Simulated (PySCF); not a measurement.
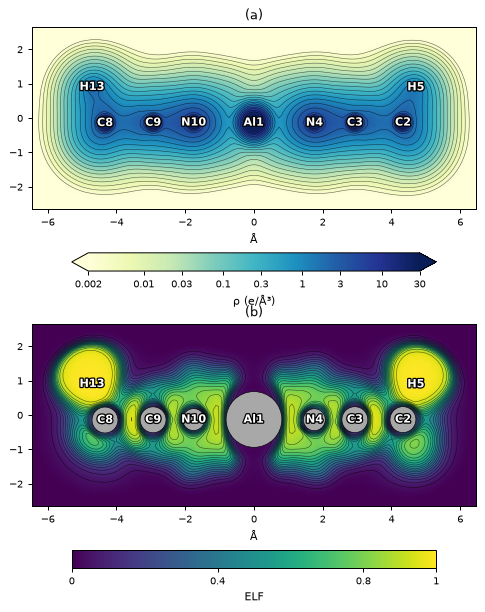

The picture shows: C₄H₆AlN₂ (charge +3). (a) total electron density; (b) ELF on the plane of atoms C9, C8 and H13. Grey discs cover the atomic cores in the ELF map.

Geometry: PBE0-D3(BJ)/def2-SVPD.

These are results of PySCF 2.14.0, wB97M-D3(BJ)/def2-SVPD, SCF density, gas phase, not measurements.

```yaml
atoms:
  - { symbol: Al, position_ang: [-1.6321, -0.5454, -0.1085] }
  - { symbol: C, position_ang: [-4.2955, 0.9716, 2.9563] }
  - { symbol: C, position_ang: [-3.4376, 0.4820, 1.9641] }
  - { symbol: N, position_ang: [-2.7160, 0.0703, 1.1286] }
  - { symbol: H, position_ang: [-3.8572, 0.7680, 3.9608] }
  - { symbol: H, position_ang: [-4.4273, 2.0707, 2.8256] }
  - { symbol: H, position_ang: [-5.2866, 0.4681, 2.8760] }
  - { symbol: C, position_ang: [1.0012, -2.0772, -3.1917] }
  - { symbol: C, position_ang: [0.1517, -1.5829, -2.1949] }
  - { symbol: N, position_ang: [-0.5627, -1.1661, -1.3556] }
  - { symbol: H, position_ang: [0.4081, -2.6600, -3.9338] }
  - { symbol: H, position_ang: [1.5047, -1.2265, -3.7071] }
  - { symbol: H, position_ang: [1.7717, -2.7381, -2.7313] }
```

Interpret the plot.

- The section cuts through Al, C, N and H sites.
- C–N (1.18 Å): the density is about 3.3 e/Å³ at the midpoint; the ELF peaks at about 0.85 between the atoms; a short, multiple covalent bond.
- C–C (1.40 Å): ρ is about 2 e/Å³ halfway; the ELF peaks at about 0.95 between the atoms; a covalent bond.
- Al–N (1.76 Å): the density is about 0.85 e/Å³ at the midpoint; the ELF peaks at about 0.90 between the atoms: a polar covalent bond.
- C–H (1.11 Å): ρ at the midpoint is about 1.9 e/Å³; the ELF climbs to about 1 towards the hydrogen, as it does in any bond to H; an ordinary covalent bond to hydrogen.
